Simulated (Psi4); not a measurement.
**Single-point calculation of InNH6 (charge −1)**

The run: single-point calculation of InNH6 (In(NH3)H3), charge −1, multiplicity 2. Method and program: wB97X/def2-SVPD, UKS, core potentials def2 (Psi4 1.11).

The geometry is that of the parent species in another charge or spin state. The geometry comes from this level: GFN2-xTB.

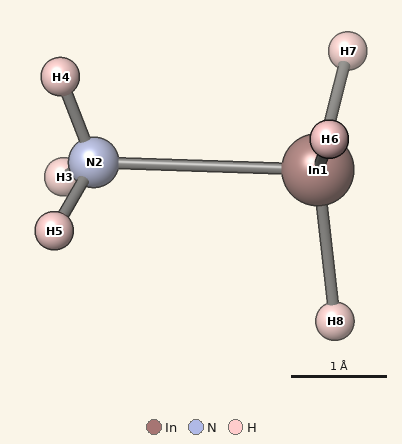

Fig. 1: The structure as given in the input (ball-and-stick view, seen at a tilt; atoms are numbered from 1 in the order of the input). Sticks mark near contacts.

## Input (input.json)
```
{
  "schema_name": "qcschema_input",
  "schema_version": 1,
  "molecule": {
    "schema_name": "qcschema_molecule",
    "schema_version": 2,
    "symbols": ["In", "N", "H", "H", "H", "H", "H", "H"],
    "geometry": [-0.00459203, 0.00901399, -2.34433754, 0.00194642, -0.00457314, 2.12414665, -1.79195169, 0.06126492, 2.81261167, 0.96374143, 1.51094942, 2.81283844, 0.84153284, -1.60005001, 2.79414905, 3.16221101, -0.03335367, -2.73231721, -1.54983998, 2.77109439, -2.73518959, -1.62306687, -2.71434591, -2.73186367],
    "molecular_charge": -1,
    "molecular_multiplicity": 2,
    "fix_symmetry": "c1"
  },
  "driver": "energy",
  "model": {
    "method": "wb97x",
    "basis": "def2-SVPD"
  },
  "keywords": {
    "reference": "uks",
    "puream": true,
    "e_convergence": 1e-09,
    "d_convergence": 1e-08,
    "scf_type": "pk",
    "dft_radial_points": 99,
    "dft_spherical_points": 590,
    "maxiter": 200
  }
}
```

Run as:
```bash
psi4 --qcschema input.json -n 1 --memory 1600MB
```

## What the program printed
```
Psi4 1.11 release

   => Loading Basis Set <=

    Name: DEF2-SVPD
    Role: ORBITAL
    Keyword: BASIS

    !!!  WARNING: ECP capability is in beta. Please check occupations closely.  !!!

         ---------------------------------------------------------
                                   SCF
                              UKS Reference
                        1 Threads,   1525 MiB Core
         ---------------------------------------------------------

  ==> Geometry <==

    Molecular point group: c1
    Full point group: C1

    Geometry (in Bohr), charge = -1, multiplicity = 2:

       Center              X                  Y                   Z               Mass
    ------------   -----------------  -----------------  -----------------  -----------------
         IN          -0.000903815803     0.001846885046    -0.570347040223   114.903878776000
         N            0.005634634197    -0.011740244954     3.898137149777    14.003074004430
         H           -1.788263475803     0.054097815046     4.586602169777     1.007825032230
         H            0.967429644197     1.503782315046     4.586828939777     1.007825032230
         H            0.845221054197    -1.607217114954     4.568139549777     1.007825032230
         H            3.165899224197    -0.040520774954    -0.958326710223     1.007825032230
         H           -1.546151765803     2.763927285046    -0.961199090223     1.007825032230
         H           -1.619378655803    -2.721513014954    -0.957873170223     1.007825032230

  Running in c1 symmetry.

  Rotational constants: A =      1.50164  B =      0.17894  C =      0.17893 [cm^-1]
  Rotational constants: A =  45018.01056  B =   5364.54974  C =   5364.30942 [MHz]
  Nuclear repulsion =   81.618021461607029

  Charge       = -1
  Multiplicity = 2
  Electrons    = 35
  Nalpha       = 18
  Nbeta        = 17

  ==> Algorithm <==

  SCF Algorithm Type is PK.
  DIIS enabled.
  MOM disabled.
  Fractional occupation disabled.
  Guess Type is SAD.
  Energy threshold   = 1.00e-09
  Density threshold  = 1.00e-08
  Integral threshold = 1.00e-12

  ==> Primary Basis <==

  Basis Set: DEF2-SVPD
    Blend: DEF2-SVPD
    Number of shells: 44
    Number of basis functions: 100
    Number of Cartesian functions: 105
    Spherical Harmonics?: true
    Max angular momentum: 2

  Core potential: DEF2-SVPD
    Number of shells: 4
    Number of ECP primitives: 18
    Number of ECP core electrons: 28
    Max angular momentum: 3

  ==> DFT Potential <==

   => LibXC <=

    Version 7.1.2

   => Composite Functional: WB97X <=

    wB97X Hyb-GGA Exchange-Correlation Functional

    Deriv               =              1
    GGA                 =           TRUE
    Meta                =          FALSE

    Exchange Hybrid     =           TRUE
    MP2 Hybrid          =          FALSE

   => Exchange-Correlation Functionals <=

    1.0000   wB97X range-separated functional

   => Exact (HF) Exchange <=

    0.8423            HF,LR [omega = 0.3000]
    0.1577               HF

   => LibXC Density Thresholds  <==

    XC_HYB_GGA_XC_WB97X:  1.00E-14

   => Molecular Quadrature <=

    Radial Scheme          =       TREUTLER
    Pruning Scheme         =           NONE
    Nuclear Scheme         =       TREUTLER

    Blocking Scheme        =         OCTREE
    BS radius alpha        =              1
    Pruning alpha          =              1
    Radial Points          =             99
    Spherical Points       =            590
    Total Points           =         446922
    Total Blocks           =           3215
    Max Points             =            256
    Max Functions          =            100
    Weights Tolerance      =       1.00E-15

  ==> Integral Setup <==

  Using in-core PK algorithm.
   Calculation information:
      Number of atoms:                   8
      Number of AO shells:              44
      Number of primitives:             75
      Number of atomic orbitals:       105
      Number of basis functions:       100

      Integral cutoff                 1.00e-12
      Number of threads:                 1

  Performing in-core PK
  Using 38261325 doubles for integral storage.
  We computed 488539 shell quartets total.
  Whereas there are 490545 unique shell quartets.

  Computing range-separated integrals for PK
  We computed 488539 wK shell quartets total.
  Whereas there are 490545 wK unique shell quartets.

  ==> DiskJK: Disk-Based J/K Matrices <==

    J tasked:                  Yes
    K tasked:                  Yes
    wK tasked:                 Yes
    Omega:               3.000E-01
    Memory [MiB]:              762
    Schwarz Cutoff:          1E-12

  Cached 25.0% of DFT collocation blocks in 0.288 [GiB].

  Minimum eigenvalue in the overlap matrix is 2.6987319823E-04.
  Reciprocal condition number of the overlap matrix is 3.4640420670E-05.
    Using symmetric orthogonalization.

  ==> Pre-Iterations <==

  SCF Guess: Superposition of Atomic Densities via on-the-fly atomic UHF (no occupation information).

   -------------------------
    Irrep   Nso     Nmo
   -------------------------
     A        100     100
   -------------------------
    Total     100     100
   -------------------------

  ==> Iterations <==

                        Total Energy        Delta E     RMS |[F,P]|

   @UKS iter SAD:  -247.13459814446333   -2.47135e+02   0.00000e+00
   @UKS iter   1:  -248.05521476399628   -9.20617e-01   7.37343e-03 DIIS/ADIIS
   @UKS iter   2:  -248.20676152794562   -1.51547e-01   6.83194e-03 DIIS/ADIIS
   @UKS iter   3:  -248.40587249826740   -1.99111e-01   6.86358e-04 DIIS/ADIIS
   @UKS iter   4:  -248.41041075191819   -4.53825e-03   3.43168e-04 DIIS/ADIIS
   @UKS iter   5:  -248.41238580571004   -1.97505e-03   1.58204e-04 DIIS/ADIIS
   @UKS iter   6:  -248.41422985575281   -1.84405e-03   9.70715e-05 DIIS
   @UKS iter   7:  -248.41549714300496   -1.26729e-03   4.78707e-05 DIIS
   @UKS iter   8:  -248.41593010232720   -4.32959e-04   2.13645e-05 DIIS
   @UKS iter   9:  -248.41600410111951   -7.39988e-05   8.84821e-06 DIIS
   @UKS iter  10:  -248.41601630388880   -1.22028e-05   5.61038e-06 DIIS
   @UKS iter  11:  -248.41601948372804   -3.17984e-06   2.51053e-06 DIIS
   @UKS iter  12:  -248.41602034413850   -8.60410e-07   8.18638e-07 DIIS
   @UKS iter  13:  -248.41602042332372   -7.91852e-08   2.26278e-07 DIIS
   @UKS iter  14:  -248.41602042710232   -3.77861e-09   8.91164e-08 DIIS
   @UKS iter  15:  -248.41602042720962   -1.07292e-10   4.20296e-08 DIIS
   @UKS iter  16:  -248.41602042725461   -4.49916e-11   1.25485e-08 DIIS
   @UKS iter  17:  -248.41602042725822   -3.60956e-12   3.24530e-09 DIIS
  Energy and wave function converged.

  ==> Post-Iterations <==

   Electrons on quadrature grid:
      Nalpha   =   18.0000240877 ; deviation = 2.409e-05
      Nbeta    =   17.0000008856 ; deviation = 8.856e-07
      Ntotal   =   35.0000249734 ; deviation = 2.497e-05

   @Spin Contamination Metric:   8.606081117E-04
   @S^2 Expected:                7.500000000E-01
   @S^2 Observed:                7.508606081E-01
   @S   Expected:                5.000000000E-01
   @S   Observed:                5.000000000E-01

    Orbital Energies [Eh]
    ---------------------

    Alpha Occupied:

       1A    -14.275136     2A     -4.585137     3A     -2.997282
       4A     -2.991830     5A     -2.991821     6A     -0.859302
       7A     -0.688508     8A     -0.686055     9A     -0.686022
      10A     -0.680627    11A     -0.680624    12A     -0.457244
      13A     -0.457086    14A     -0.391082    15A     -0.268098
      16A     -0.211264    17A     -0.211119    18A      0.036006

    Alpha Virtual:

      19A      0.182029    20A      0.218772    21A      0.226077
      22A      0.226112    23A      0.236581    24A      0.236614
      25A      0.275597    26A      0.275638    27A      0.316561
      28A      0.334163    29A      0.341593    30A      0.341662
      31A      0.369391    32A      0.391223    33A      0.391253
      34A      0.404182    35A      0.404221    36A      0.410118
      37A      0.468375    38A      0.468562    39A      0.470651
      40A      0.484819    41A      0.519649    42A      0.519723
      43A      0.578572    44A      0.583180    45A      0.583683
      46A      0.583947    47A      0.623682    48A      0.624515
      49A      0.624530    50A      0.648455    51A      0.691570
      52A      0.692158    53A      0.701044    54A      0.754402
      55A      0.754871    56A      0.796326    57A      0.796492
      58A      0.835985    59A      0.836073    60A      0.843878
      61A      0.897599    62A      0.898102    63A      0.938517
      64A      1.140307    65A      1.140595    66A      1.191618
      67A      1.235856    68A      1.286923    69A      1.288201
      70A      1.539022    71A      1.652517    72A      1.654562
      73A      1.657780    74A      1.925143    75A      1.961473
      76A      1.961695    77A      1.964125    78A      2.018006
      79A      2.022696    80A      2.022878    81A      2.089741
      82A      2.117322    83A      2.118609    84A      2.239788
      85A      2.273496    86A      2.273792    87A      2.343789
      88A      2.344414    89A      2.401456    90A      2.402137
      91A      2.798548    92A      3.090133    93A      3.090314
      94A      3.239539    95A      3.734622    96A      3.734890
      97A     17.830329    98A     18.098565    99A     18.099285
     100A     62.084271

    Beta Occupied:

       1A    -14.272191     2A     -4.584877     3A     -2.996871
       4A     -2.991682     5A     -2.991674     6A     -0.853381
       7A     -0.687946     8A     -0.685734     9A     -0.685700
      10A     -0.680153    11A     -0.680150    12A     -0.454551
      13A     -0.454393    14A     -0.388526    15A     -0.264161
      16A     -0.211000    17A     -0.210857

    Beta Virtual:

      18A      0.184882    19A      0.210173    20A      0.234660
      21A      0.234727    22A      0.250741    23A      0.259799
      24A      0.259831    25A      0.284175    26A      0.284207
      27A      0.337185    28A      0.351637    29A      0.353640
      30A      0.353903    31A      0.374386    32A      0.387043
      33A      0.387336    34A      0.418461    35A      0.418552
      36A      0.444924    37A      0.462117    38A      0.479506
      39A      0.479905    40A      0.483692    41A      0.518305
      42A      0.518474    43A      0.584786    44A      0.586003
      45A      0.586673    46A      0.600819    47A      0.622959
      48A      0.658708    49A      0.659112    50A      0.672991
      51A      0.700360    52A      0.700988    53A      0.704474
      54A      0.767410    55A      0.767781    56A      0.807068
      57A      0.807343    58A      0.838310    59A      0.838471
      60A      0.845757    61A      0.897325    62A      0.897689
      63A      0.934924    64A      1.140609    65A      1.140918
      66A      1.189646    67A      1.235160    68A      1.287559
      69A      1.288865    70A      1.537784    71A      1.643880
      72A      1.645982    73A      1.661534    74A      1.924029
      75A      1.962128    76A      1.962380    77A      1.964538
      78A      2.018075    79A      2.023007    80A      2.023189
      81A      2.090528    82A      2.117427    83A      2.118762
      84A      2.241308    85A      2.275116    86A      2.275387
      87A      2.345184    88A      2.345842    89A      2.402609
      90A      2.403288    91A      2.801447    92A      3.092068
      93A      3.092246    94A      3.241426    95A      3.736966
      96A      3.737234    97A     17.830313    98A     18.098543
      99A     18.099266   100A     62.084177

    Final Occupation by Irrep:
              A
    DOCC [    17 ]
    SOCC [     1 ]
    NA   [    18 ]
    NB   [    17 ]

  @UKS Final Energy:  -248.41602042725822

   => Energetics <=

    Nuclear Repulsion Energy =             81.6180214616070288
    One-Electron Energy =                -580.7076219648104143
    Two-Electron Energy =                 268.1961132934476382
    DFT Exchange-Correlation Energy =     -17.5225332175024811
    Empirical Dispersion Energy =           0.0000000000000000
    VV10 Nonlocal Energy =                  0.0000000000000000
    Total Energy =                       -248.4160204272582178

  UHF NO Occupations:
  HONO-2 :   16  A 1.9999387
  HONO-1 :   17  A 1.9998210
  HONO-0 :   18  A 1.0000000
  LUNO+0 :   19  A 0.0001790
  LUNO+1 :   20  A 0.0000613
  LUNO+2 :   21  A 0.0000611
  LUNO+3 :   22  A 0.0000474

Computation Completed

Properties will be evaluated at   0.000000,   0.000000,   0.000000 [a0]

Properties computed using the SCF density matrix

 Multipole Moments:

 ------------------------------------------------------------------------------------
     Multipole            Electronic (a.u.)      Nuclear  (a.u.)        Total (a.u.)
 ------------------------------------------------------------------------------------

 L = 1.  Multiply by 2.5417464519 to convert [e a0] to [Debye]
 Dipole X            :         -0.0456274            0.0452183           -0.0004090
 Dipole Y            :          0.0909863           -0.0908406            0.0001457
 Dipole Z            :        -27.1698923           26.1738439           -0.9960484
 Magnitude           :                                                    0.9960485

 ------------------------------------------------------------------------------------

	total time  =         95 seconds =       1.58 minutes

    Psi4 run time: 0:01:35.89
```

## Key numbers

```json
{"quantity": "outcome", "value": "converged"}
{"quantity": "total energy", "value": "−248.416020 hartree"}
{"quantity": "basis functions", "value": "100"}
{"quantity": "⟨S²⟩", "value": "0.751"}
{"quantity": "hardware", "value": "1 thread of Intel Xeon @ 2.50GHz (Skylake/Cascade Lake), 12 GiB of memory available, shared host"}
{"quantity": "wall time", "value": "98 s"}
{"quantity": "peak memory", "value": "0.83 GiB"}
```

## Remarks

The record of the run, not the program, notes: unbound anion.
